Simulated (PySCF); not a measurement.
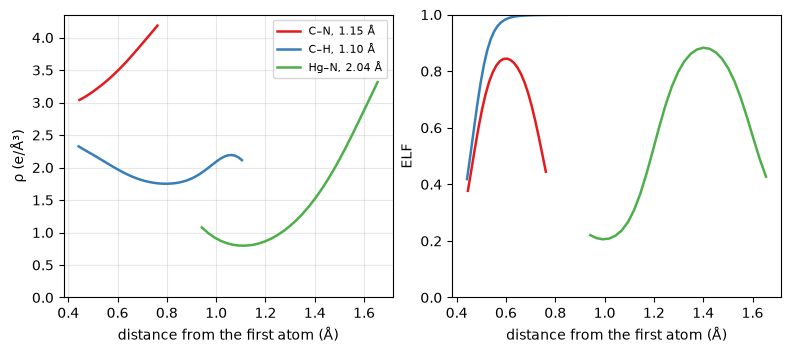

CHHgN (charge +2). Electron density and ELF along straight lines between neighbouring atoms. The curves leave out the atomic cores.

Core potentials replace the inner electrons of Hg.

Theory: RKS PBE0, Hg def2-SVP with ECP60, N def2-SVP, C def2-SVP, H def2-SVP; non-relativistic Hamiltonian with scalar-relativistic core potentials where named; density fitting in PySCF 2.14.0.

**What can be read from the curves?**

C–N (1.15 Å): ρ is about 3.4 e/Å³ halfway; the ELF peaks at about 0.85 between the atoms (a multiple bond).
C–H (1.10 Å): ρ at the midpoint is about 2.1 e/Å³; the ELF climbs to about 1 towards the hydrogen, as it does in any bond to H (a covalent bond by its length).
Hg–N (2.04 Å): ρ is about 0.87 e/Å³ halfway; the ELF peaks at about 0.90 in the valence shell of N, 0.6 Å from its nucleus, and drops to about 0.20 between the two atoms.
